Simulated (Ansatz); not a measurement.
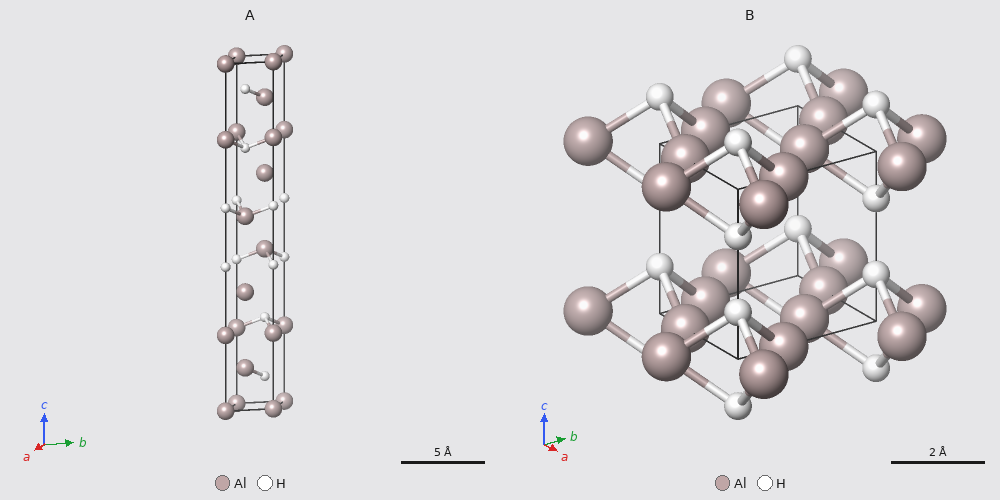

Two structures of Al3H2, each relaxed to rest (conventional cells in solid outline, small ones repeated, not to one scale). Method: DFT PBE, scalar-relativistic, plane waves, PAW in Ansatz 0.2.0, without spin polarisation.

What are the two structures?

Answer. A: 15 atoms a cell on a rhombohedral (trigonal R) lattice, R-3m. B: 5 atoms a cell on a primitive hexagonal lattice, P-62m.

Which is the more stable form at this level of theory?

Answer. A is lower, by 127 meV/atom at this level of theory (energies at zero smearing). Volumes: A 11.3, B 14.7 Å³/atom.

One or both may be structure types tried for this composition rather than known phases.
